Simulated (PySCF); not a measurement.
# F5HMoS (Mo(SH)F5): the cost of one run

Programs: PySCF 2.14.0, with routines of our own; each step states its level. All values are computed. Atoms count from 0.

1 further run of the same task is left out (for a basis unfit for spin-orbit shieldings).

### 1 The starting structure

8 atoms, charge 0, multiplicity 1; geometry from: GFN2-xTB.

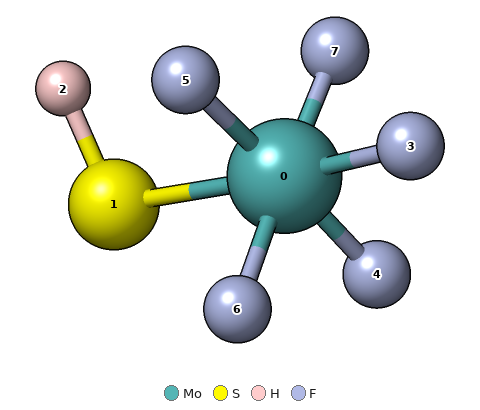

The starting geometry (molybdenum teal, sulfur yellow, hydrogen pink, fluorine light blue); sticks join atoms by distance alone.

### 2 Relaxing the molecule at PBE0-D3(BJ)/def2-SVP

What the job is given:

```
{"job": {"xc": "PBE0", "basis": "def2-SVP", "d3": "d3bj", "grid": 1, "maxiter": 30, "shake": 0.03, "kind": "geom"}, "charge": 0, "multiplicity": 1}
Mo     0.204110     0.051230    -0.367690
S      0.091450     0.068310     1.968170
H     -0.930880    -0.782090     2.229510
F      0.139410     0.052350    -2.215720
F      1.868180     0.134310    -0.412640
F     -1.617980     0.136720    -0.420320
F      0.216530     1.859320    -0.411210
F      0.167400    -1.605820    -0.453800
```

Launch:

```sh
$ OMP_NUM_THREADS=1 python heavy_run.py task.json out
```

This one command runs all jobs of the session in turn.

**Question.** How long does this first job take on 1 thread of Intel Xeon 6975P-C, shared host, and how much memory does it need?

About 3 min, with a peak of 0.52 GiB.
